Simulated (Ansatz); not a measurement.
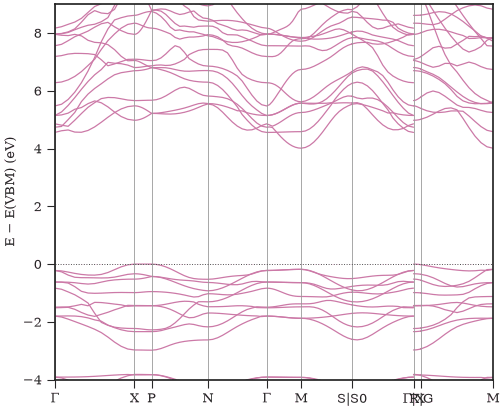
*Band structure from r²SCAN (plane waves, PAW; program Ansatz)*

Problem. Read off the gap and where the band edges lie.

Solution. About 4.0 eV (4.01 eV by a search for the band edges); maximum at P, minimum at M.

Problem. Which of these materials gives this?
(A) C, I4/mmm (C on 8h)
(B) Ba2ScO3F, I4mm (Pearson symbol tI14)
(C) MnS, I-4m2 (Mn on 2a, S on 2c)

Solution. B, Ba2ScO3F, I4mm (Pearson symbol tI14)

The first step of the workflow began from a Materials Project structure, measured or hypothetical; the Crystallography Open Database copy checked does not list it. Its standing as an ambient phase is unchecked. The cell was relaxed with r²SCAN under the symmetry of its start; its stability against distortions is not shown here. The run is not spin-polarised. Scalar-relativistic: spin–orbit coupling is off unless named, which matters more the heavier the elements.

Potentials: the later of the program's two PAW sets.
